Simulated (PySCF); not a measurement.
## Atomic calculation for In²⁺

- system: In²⁺, configuration 1s2 2s2 2p6 3s2 3p6 3d10 4s2 4p6 4d10 5s1, multiplicity 2.
- method: unrestricted r2SCAN, STO-3G, non-relativistic, point nucleus (PySCF)

Output (extracts):
```
damping factor = 0
level_shift factor = 0
DIIS = <class 'pyscf.scf.diis.CDIIS'>
diis_start_cycle = 1
diis_space = 10
diis_damp = 0
SCF conv_tol = 1e-09
SCF conv_tol_grad = None
number electrons alpha = 24  beta = 23
XC functionals = R2SCAN
    J. W. Furness, A. D. Kaplan, J. Ning, J. P. Perdew, and J. Sun.,  J. Phys. Chem. Lett. 11, 8208-8215 (2020)
    J. W. Furness, A. D. Kaplan, J. Ning, J. P. Perdew, and J. Sun.,  J. Phys. Chem. Lett. 11, 9248-9248 (2020)
    J. W. Furness, A. D. Kaplan, J. Ning, J. P. Perdew, and J. Sun.,  J. Phys. Chem. Lett. 11, 8208-8215 (2020)
    J. W. Furness, A. D. Kaplan, J. Ning, J. P. Perdew, and J. Sun.,  J. Phys. Chem. Lett. 11, 9248-9248 (2020)
cycle= 1 E= -5684.26444482908  delta_E= -0.000926  |g|= 0.00217  |ddm|= 0.0339
cycle= 2 E= -5684.26444638217  delta_E= -1.55e-06  |g|= 0.000101  |ddm|= 0.00151
cycle= 3 E= -5684.26444638562  delta_E= -3.45e-09  |g|= 8.21e-08  |ddm|= 6.77e-05
cycle= 4 E= -5684.26444638562  delta_E= -1.82e-12  |g|= 1.04e-09  |ddm|= 5.96e-08
converged SCF energy = -5684.26444638562  <S^2> = 0.7500254  2S+1 = 2.0000254
```

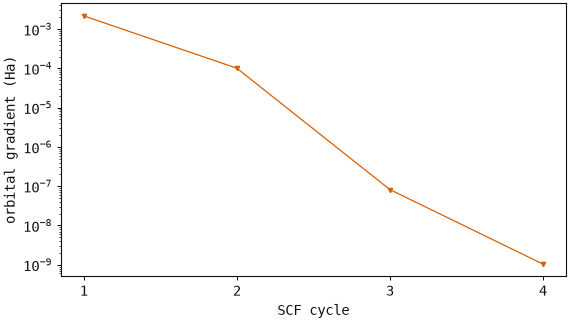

Fig. 1: Convergence: orbital gradient against the SCF cycle. The residual falls at every step. It goes from 0.0022 to 1.0×10⁻⁹ in 4 steps.

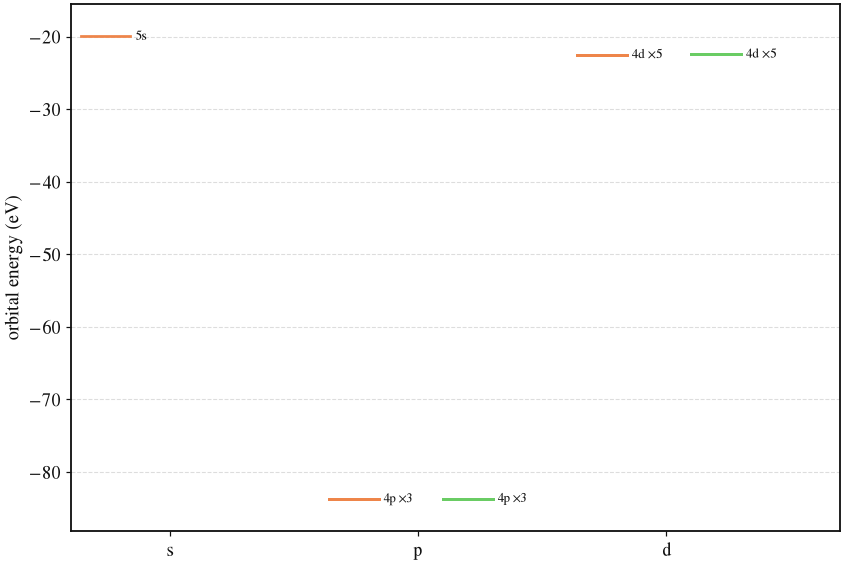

Fig. 2: Orbital energies of the mean field, from the top down to −83.7 eV, by angular momentum, α spin at the left of each column and β at the right; ×n counts the orbitals under one label. The highest filled orbital is 5s α at −20.0 eV, the lowest empty one s β at −17.3 eV.

Input:
```python
from pyscf import gto, scf, dft, mp, cc
import basis_set_exchange as bse
mol = gto.M(atom="In 0 0 0", charge=2, spin=1, symmetry="D2h",
            basis=gto.basis.parse(bse.get_basis("STO-3G", elements=["In"], fmt="nwchem", header=False)))
mf = dft.UKS(mol, xc="R2SCAN")
mf.irrep_nelec = {'Ag': (9, 8), 'B1g': (2, 2), 'B2g': (2, 2), 'B3g': (2, 2), 'B1u': (3, 3), 'B2u': (3, 3), 'B3u': (3, 3)}
mf.kernel()
```

The script is an equivalent of what the driver set up; the driver started from orbitals of its own, so the log can be shorter than this script's would be, and it computed the properties (radii, ⟨L²⟩, response) afterwards. It held the occupations shell by shell, which the script's counts by irreducible representation don't always enforce.

Launched within a batch (the task file carries these settings):
```bash
OMP_NUM_THREADS=1 python <driver script> TASK.json OUT
```

What the run reported:

| quantity | value |
| --- | --- |
| outcome | converged |
| total energy | −5684.2644 hartree |
| kinetic energy | 5681.0048 hartree |
| ⟨S²⟩ | 0.750 |
| SCF iterations | 4 |
| hardware | 1 thread of Arm Neoverse V1, 23 GiB of memory available, shared host |

What is odd here:

The input is odd on purpose: minimal basis. The program ran to the end. Its numbers are those of this setting; this run alone doesn't show how far the oddity moves them. Relativity is left out, which matters for an atom this heavy.
